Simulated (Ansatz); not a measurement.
CH10GeSi2

Input

```
basis:
  gaussian:
    orbitals: def2-SVPD
crystal:
  periodic: [false, false, false]
  atoms:
    - symbol: C
      position_ang: [-1.322317, 0.431151, -0.712768]
    - symbol: Ge
      position_ang: [0.710120, 0.660936, 2.139485]
    - symbol: Si
      position_ang: [0.422753, 0.933468, -0.211539]
    - symbol: Si
      position_ang: [0.199889, -1.588728, 2.738579]
    - symbol: H
      position_ang: [-1.519022, -0.617693, -0.442577]
    - symbol: H
      position_ang: [-1.463057, 0.538070, -1.799230]
    - symbol: H
      position_ang: [-2.069638, 1.060102, -0.205584]
    - symbol: H
      position_ang: [0.692871, 2.354536, -0.597406]
    - symbol: H
      position_ang: [1.431522, 0.069965, -0.903723]
    - symbol: H
      position_ang: [2.154047, 0.993053, 2.568154]
    - symbol: H
      position_ang: [-0.234872, 1.609768, 2.908376]
    - symbol: H
      position_ang: [0.336745, -1.820933, 4.209055]
    - symbol: H
      position_ang: [-1.205796, -1.906324, 2.335053]
    - symbol: H
      position_ang: [1.116841, -2.523353, 2.015573]
output: {forces: true, orbitals: {seedname: orbitals}}
hamiltonian:
  xc: pbe0
```

Command:

```sh
ansatz run input.yaml --threads 2 --pin off --max-ram 4350MiB --events-out events.jsonl --progress --plain --runs-dir runs
```

Geometry: PBE0-D3(BJ)/def2-SVP.

Theory: isolated molecule in a Gaussian basis; Kohn-Sham density functional theory, functional PBE0 (Ansatz 0.2.0).

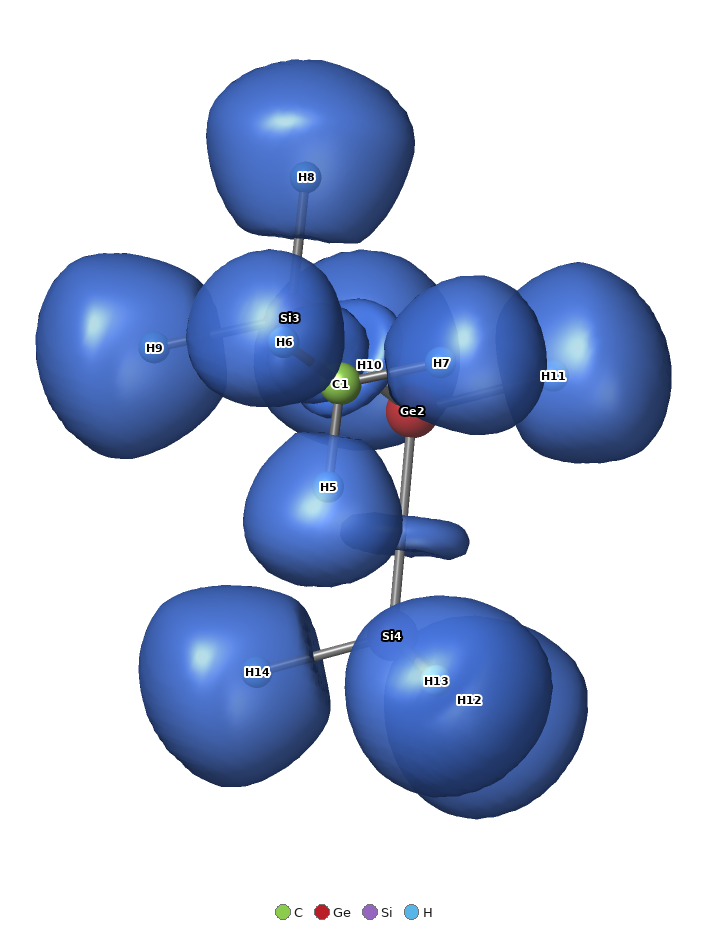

Figure 1. Isosurface of the ELF at 0.85 (blue), seen at an oblique angle. Core shells and regions of very low density are left out.

What do the ELF domains correspond to?

The surface consists of one region between bonded C–Si atoms (shared pairs), two regions between bonded Ge–Si atoms (shared pairs) and ten regions around hydrogen nuclei. Profiles from the grid: C–Si (1.88 Å): the ELF peaks at about 0.95 between the atoms, as expected for a shared electron pair. Si–Ge (2.38 Å): the ELF peaks at about 0.95 between the atoms: localised, covalent bonding.

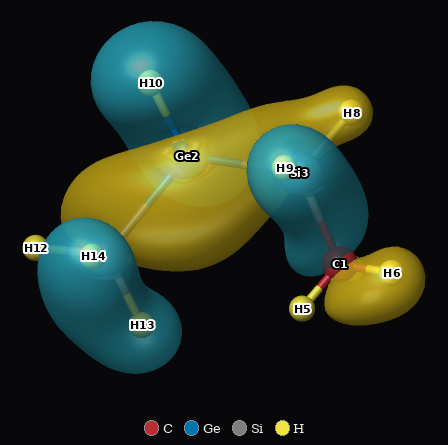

Figure 2. The HOMO−1 at ±0.06 Å⁻³ᐟ² (yellow and cyan are the two phases), seen across its widest extent.

Where does this orbital lie, and at what energy?

By Hirshfeld shares it lies mainly on Ge2 (about 35 %), Si4 (about 20 %), Si3 (about 10 %), H11 (about 10 %) and H10 (about 10 %). Its energy is −8.40 eV.

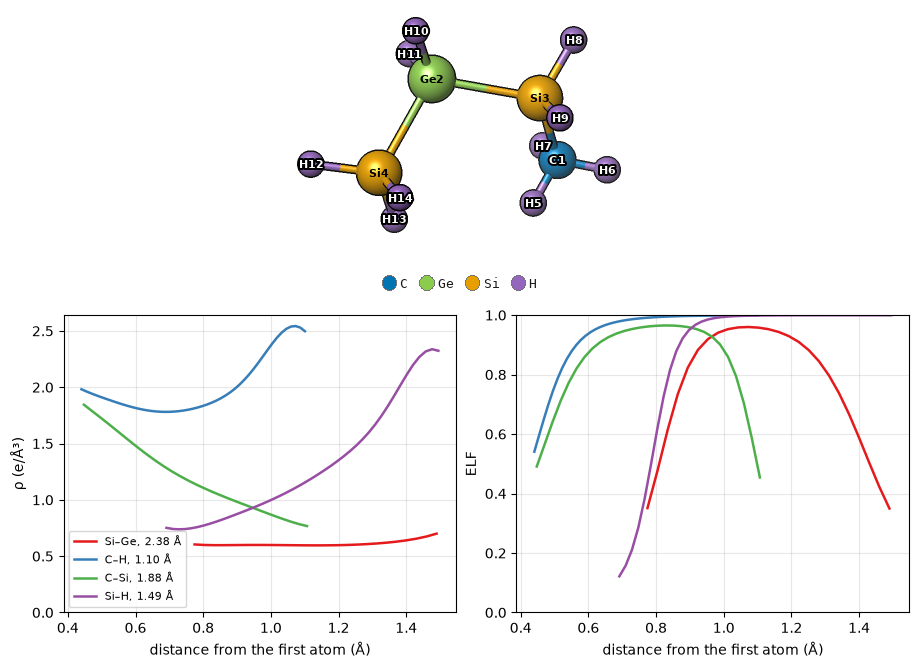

Figure 3. Electron density and electron localisation function along straight lines between neighbouring atoms. The curves leave out the atomic cores. The structure is drawn too.

Compare the contacts.

Si–Ge (2.38 Å): ρ at the midpoint is about 0.6 e/Å³; the ELF peaks at about 0.95 between the atoms (a covalent bond).
C–H (1.10 Å): ρ at the midpoint is about 1.9 e/Å³; the ELF climbs to about 1 towards the hydrogen, as it does in any bond to H; an ordinary covalent bond to hydrogen.
C–Si (1.88 Å): ρ at the midpoint is about 0.93 e/Å³; the ELF peaks at about 0.95 between the atoms (localised, covalent bonding).
Si–H (1.49 Å): ρ at the midpoint is about 0.74 e/Å³; the ELF climbs to about 1 towards the hydrogen.

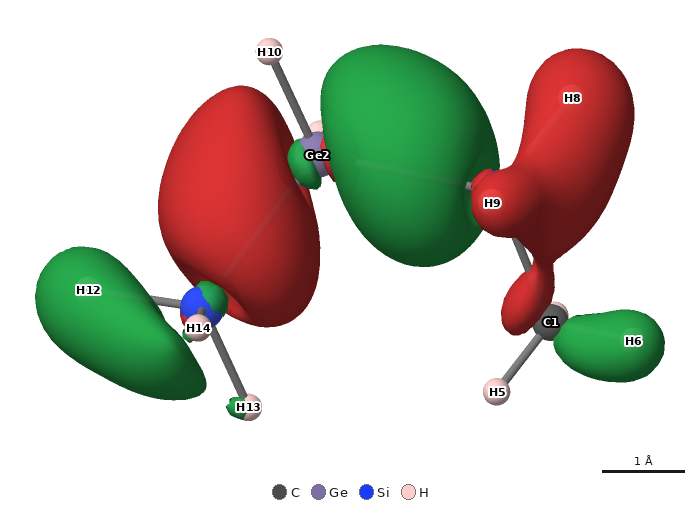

Figure 4. The HOMO at ±0.1 Å⁻³ᐟ² (green and red are the two phases), seen across its widest extent.

What is the character of this orbital?

Its weight (Hirshfeld) is mainly on Ge2 (about 35 %), Si3 (about 25 %) and Si4 (about 20 %). Its energy is −7.68 eV.
